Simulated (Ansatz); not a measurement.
**BClF$_{2}$···HF: density, localisation and related maps**

Input

```
crystal:
  periodic: [false, false, false]
  atoms:
    - { symbol: B, position_ang: [0.0, 0.0, 0.0] }
    - { symbol: F, position_ang: [0.0, 0.0, 1.67] }
    - { symbol: F, position_ang: [1.1431, 0.0, -0.66] }
    - { symbol: F, position_ang: [-1.1431, 0.0, -0.66] }
    - { symbol: Cl, position_ang: [0.0903, -2.0478, 0.6811] }
    - { symbol: H, position_ang: [0.047, -1.0669, 1.6505] }
basis:
  gaussian: { orbitals: cc-pVDZ }
hamiltonian:
  xc: lda
relax:
  f_tol: 0.15
  max_steps: 25
  restrain:
    - { distance: [0, 4], at: 1.86, k: 30.0 }
    - { distance: [5, 1], at: 0.92, k: 30.0 }
    - { distance: [0, 1], at: 2.52, k: 30.0 }
    - { distance: [5, 4], at: 2.57, k: 30.0 }
output:
  orbitals: {}
```

Launched as:

```sh
ansatz run input.yaml --threads 1 --pin off --max-ram 2048MiB --backend cpu --events-out ev --progress --plain --runs-dir out
```

The fields are those of the run's last geometry, not of the input's.

Not at a stationary point (largest force 1.3 eV/Å).

Method: RKS LDA/cc-pVDZ (Ansatz).

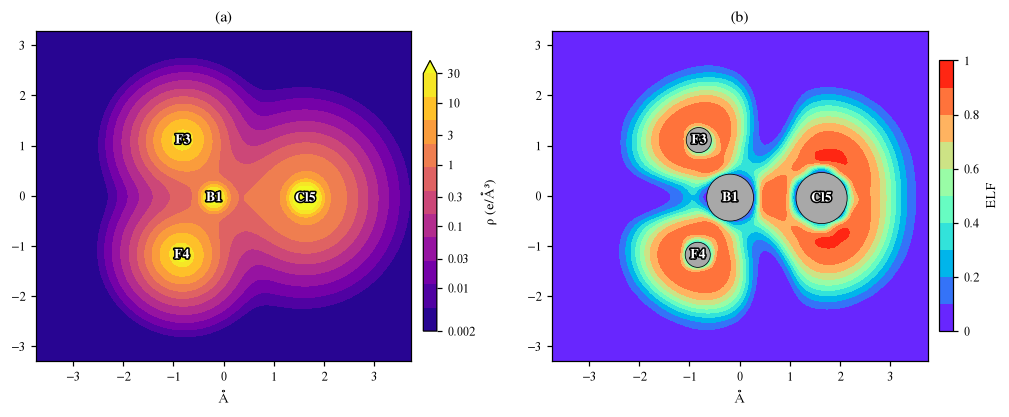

Figure 1. (a) total electron density; (b) electron localisation function on the plane of atoms F4, B1 and Cl5. Grey discs cover the atomic cores in the ELF map.

Question: Interpret the plot.

Answer: The section cuts through B, F and Cl sites. B–F (1.31 Å): ρ at the midpoint is about 2.2 e/Å³; the ELF peaks at about 0.85 between the atoms, as expected for a polar covalent bond. B–Cl (1.82 Å): ρ is about 1.2 e/Å³ halfway; the ELF peaks at about 0.90 between the atoms; a polar covalent bond. The ELF also peaks beside F4, Cl5 and F3, away from the bonds: lone-pair regions.

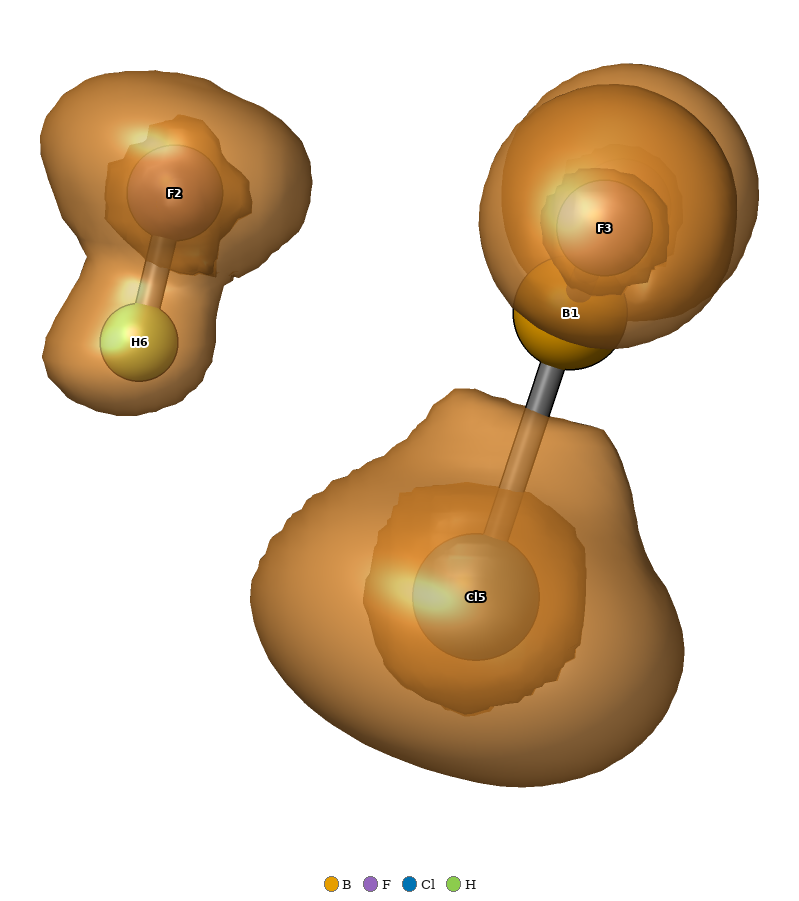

Figure 2. Isosurface of the ELF at 0.75 (orange), seen at a tilt. Core shells and regions of very low density are left out.

Question: Where are the electrons localised?

Answer: At this value the surface marks out one region on Cl in which the atom's valence shell and bonds are merged, two regions on F in which the atom's valence shell and bonds are merged and one joined region spread over several atoms (F, H), in which their bonds and any lone pairs are merged. Profiles from the grid: B1···F2 (2.51 Å): the ELF is about 0.10 at the midpoint.

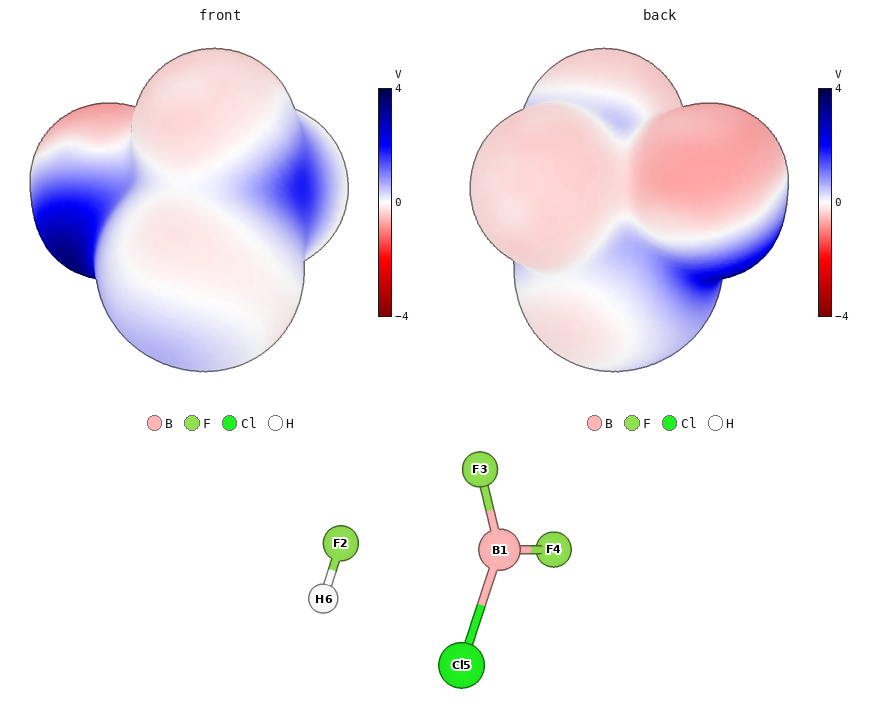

Figure 3. The molecular electrostatic potential painted on the density surface at 0.002 e/bohr³, seen from the front and from behind; red is negative and blue positive. The bare structure is drawn below in the same view.

Question: Which sites attract a positive test charge, and which a negative one?

Answer: A positive charge is drawn to the negative regions and a negative charge to the positive ones. The most negative region (about −0.7 V, or −16 kcal/mol for a unit charge) lies over F2, the most positive (about +3.3 V, or +76 kcal/mol for a unit charge) over H6.

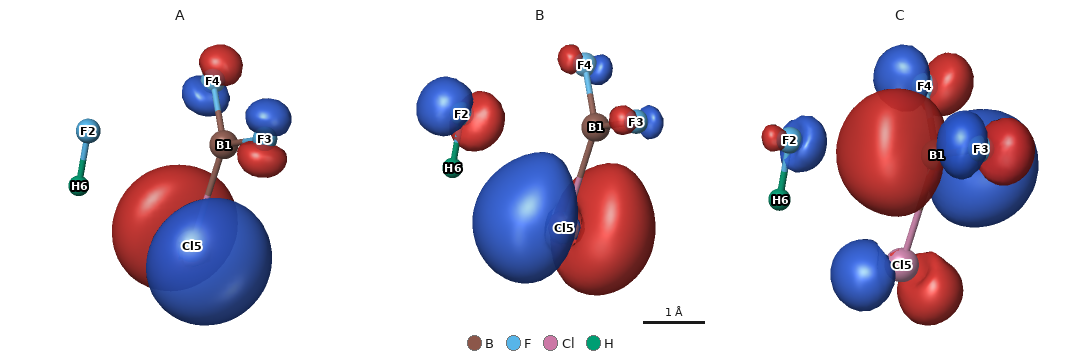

Figure 4. Three frontier orbitals at ±0.15 Å⁻³ᐟ² (blue and red are the two phases), in no order.

Question: Order the three orbitals by energy and name them.

Answer: B is the HOMO−1 (−8.59 eV). Its weight (Hirshfeld) is mainly on Cl5 (about 80 %) and F2 (about 10 %); largely a lone pair of Cl5. A is the HOMO (−8.21 eV). By Hirshfeld shares it lies mainly on Cl5 (about 85 %); largely a lone pair of Cl5. C is the LUMO (−1.04 eV). It lies mainly on B1 (about 50 %), Cl5 (about 15 %), F4 (about 15 %) and F3 (about 15 %).

Question: What is the HOMO–LUMO gap?

Answer: 7.17 eV between the orbital energies.
